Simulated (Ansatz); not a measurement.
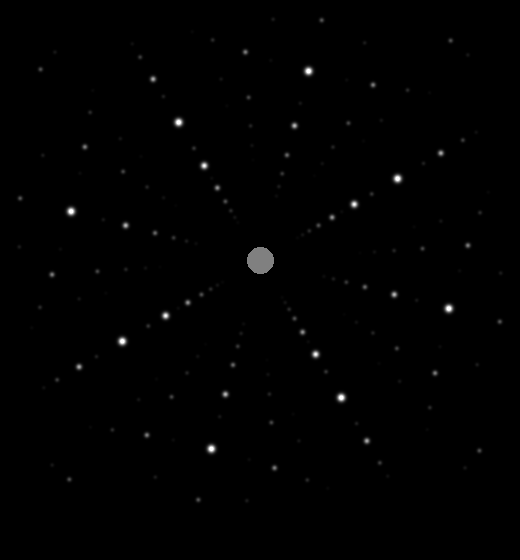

Simulated back-reflection Laue pattern (white X-rays, 0.45 to 2.2 Å, flat plate covering ±45° about the beam, kinematic intensities, seen from the source).

### What symmetry does the pattern show?

4mm: a fourfold axis with mirror lines.

The crystal is Pd, space group Fm-3m (No. 225), a = 4.03 Å. Structure: the input geometry of an electronic-structure calculation (not necessarily at equilibrium).

### Which direction points towards the source?

[001] or one equivalent to it by a rotation of the Laue group. In Laue class m-3m no other family of directions with a member of indices 0 and ±1 has this symmetry.
